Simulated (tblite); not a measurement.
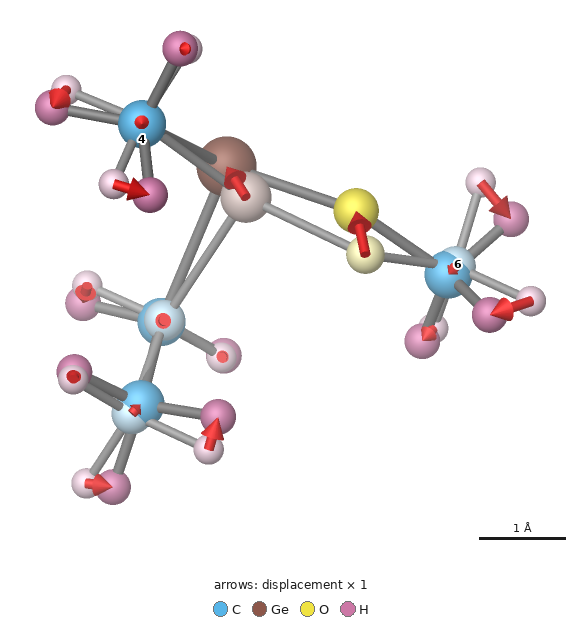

A relaxation of C₄H₁₁GeO (multiplicity 2). The starting structure is drawn faded, the final one solid; red arrows show the displacements, at their true length. The two geometries are superimposed by the best rigid fit.

Style: ball-and-stick. Shown at a tilt.

Computed with GFN2-xTB geometry optimisation, gas phase (tblite 0.8.0). 

What happened in the run?

The energy falls by 65.4 kJ/mol in 99 geometry steps. The O atom moves most after the best rigid fit: 0.66 Å. Largest moves by element: O 0.66 Å, H 0.61 Å, Ge 0.55 Å, C 0.17 Å. Near-neighbour distances that change, for instance: C–Ge 1.962 → 2.109 Å, C–Ge 1.953 → 2.048 Å, C–H 1.127 → 1.084 Å, C–H 1.113 → 1.094 Å. Among the angles between lasting bonds that change: Ge–O–C 106.9° → 129.8°, C–Ge–O 109.8° → 94.5°, C–Ge–O 110.1° → 102.8°. Groups turn about Ge–O by about 35°, C–O by about 25°. The run took 0.5 s on 1 thread of Arm Neoverse V2 (shared host).
